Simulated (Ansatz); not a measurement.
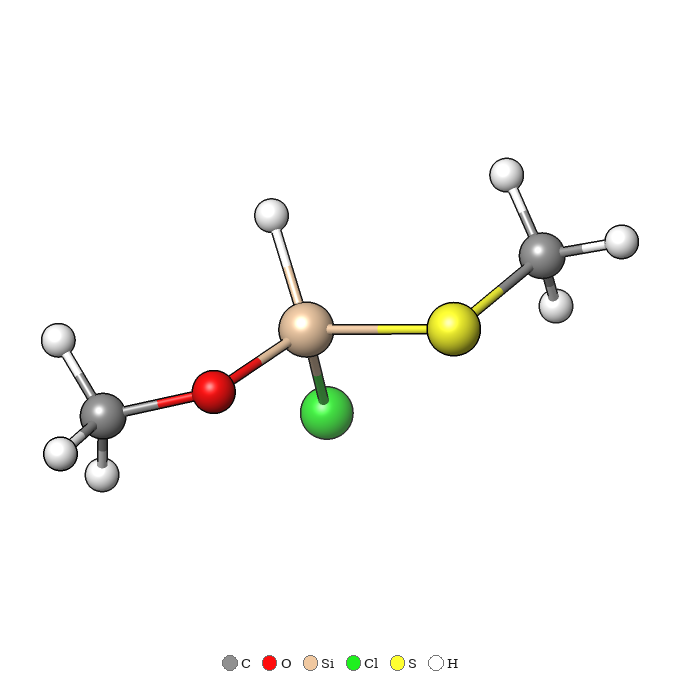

Computed geometry: PBE0-D4/def2-TZVP optimisation. No frequency run is at hand to confirm it as a minimum.

Give the structural formula.

SMILES: CO[Si@H](Cl)SC

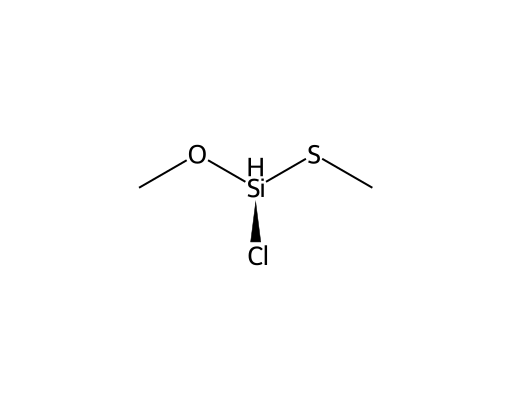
